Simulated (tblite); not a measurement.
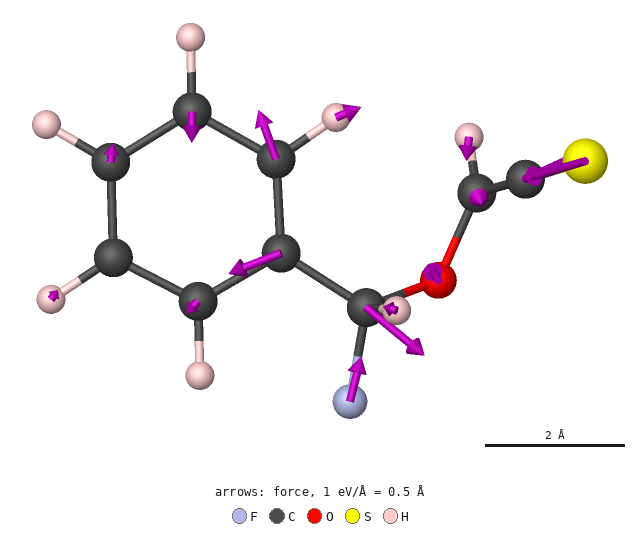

Starting geometry of C9H7FOS with the computed forces as purple arrows. A ball-and-stick model, seen face on.

Theory: tblite 0.8.0, GFN2-xTB geometry optimisation, gas phase. 

**Is this structure relaxed? If not, where do the atoms go?**

It isn't relaxed: the largest force vector, on the S atom, is 3.23 eV/Å. The final displacements have little in common with the starting forces (cosine between the two patterns 0.09). The atom that moves furthest after the best rigid fit is the S atom (1.96 Å). Largest moves by element: S 1.96 Å, H 1.64 Å, F 1.48 Å, C 1.31 Å, O 0.80 Å. Some distances before and after: C–S 1.632 → 1.560 Å, C–C 1.463 → 1.506 Å, C–C 1.363 → 1.388 Å, C–F 1.409 → 1.384 Å. Bond angles that change, for instance: O–C–H 122.2° → 111.2°, O–C–C 117.8° → 127.6°, O–C–C 117.0° → 108.5°. Groups turn about C–O by about 110°, C–O by about 65°, C–C by about 45°. The energy falls by 72.2 kJ/mol in 141 geometry steps.
